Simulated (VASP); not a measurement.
Band structure of ZrO₂ (space group P4_2/mnm). All values below come from LDA (Ceperley-Alder, Perdew-Zunger), VASP's LDA PAW potentials (set 64) (plane waves; VASP).

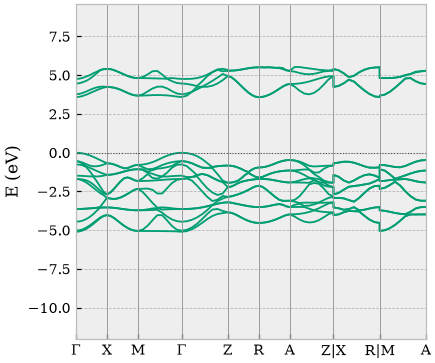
*Bands along high-symmetry lines, zero at the valence-band maximum or, without a gap, the Fermi level*

**Question.** Read the plot: is there a gap, and where are the band edges?

**Answer.** The gap is indirect, 3.58 eV, from the valence maximum at Γ to the conduction minimum at R. (Edges off the drawn lines would not show.)

The structure comes from a computed database's ZrO2 entry (P4_2/mnm); how it stands against other phases isn't given here. It was relaxed first.
